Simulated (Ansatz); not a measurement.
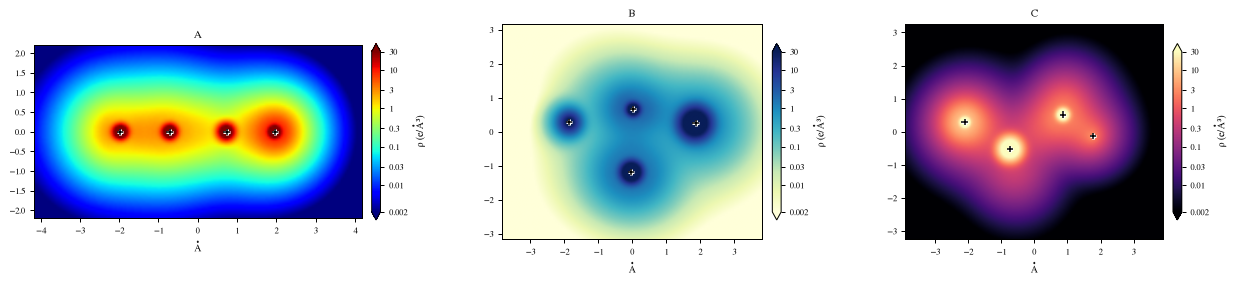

The electron density of 3 systems, each on a plane through atoms (crosses mark nuclei in the plane).

The calculation used Ansatz 0.2.0, isolated molecule in a Gaussian basis; Kohn-Sham density functional theory, functional PBE0.

System 1: CH5OSi (SMILES C[SiH2][O-]) (charge −1), the plane of atoms C1, Si3 and O2. Geometry: PBE0-D3(BJ)/def2-SVPD.

```json
{"atom": "C", "x (Å)": "-0.6924", "y (Å)": "0.0995", "z (Å)": "1.2974"}
{"atom": "O", "x (Å)": "-0.3766", "y (Å)": "1.2629", "z (Å)": "-1.4393"}
{"atom": "Si", "x (Å)": "-0.9357", "y (Å)": "0.0321", "z (Å)": "-0.6044"}
{"atom": "H", "x (Å)": "-1.1164", "y (Å)": "-0.8000", "z (Å)": "1.7782"}
{"atom": "H", "x (Å)": "0.3783", "y (Å)": "0.1566", "z (Å)": "1.5541"}
{"atom": "H", "x (Å)": "-1.1883", "y (Å)": "0.9865", "z (Å)": "1.7251"}
{"atom": "H", "x (Å)": "-2.4448", "y (Å)": "-0.2406", "z (Å)": "-0.7211"}
{"atom": "H", "x (Å)": "-0.3500", "y (Å)": "-1.3473", "z (Å)": "-0.9498"}
```

System 2: CGeLiS (doublet), the molecular plane. Geometry: PBE0-D3(BJ)/pcseg-1.

```xyz
4

C    -0.0558   -0.2846   -0.2266
Ge   -0.7163    0.8928   -1.5295
Li    0.9253   -0.7967    1.3456
S     0.6707    1.3200    0.3549
```

System 3: C2BO (charge −1), a plane that holds the molecular axis. Geometry: B3LYP-D3(BJ)/def2-SVPD.

```xyz
4

C     0.0000    0.0000   -0.7186
C     0.0000    0.0000   -1.9761
B     0.0000    0.0000    0.7315
O     0.0000    0.0000    1.9632
```

> Which map belongs to which system?

Panel A is system 3, C2BO: the plane holds C, B and O. B–O (1.23 Å): ρ at the midpoint is about 2.9 e/Å³. Panel B is system 2, CGeLiS: the plane holds C, Ge, Li and S. C–S (1.85 Å): ρ at the midpoint is about 1.1 e/Å³. Panel C is system 1, CH5OSi: the plane holds C, O, Si and H. Si–O (1.59 Å): ρ is about 1.3 e/Å³ halfway.
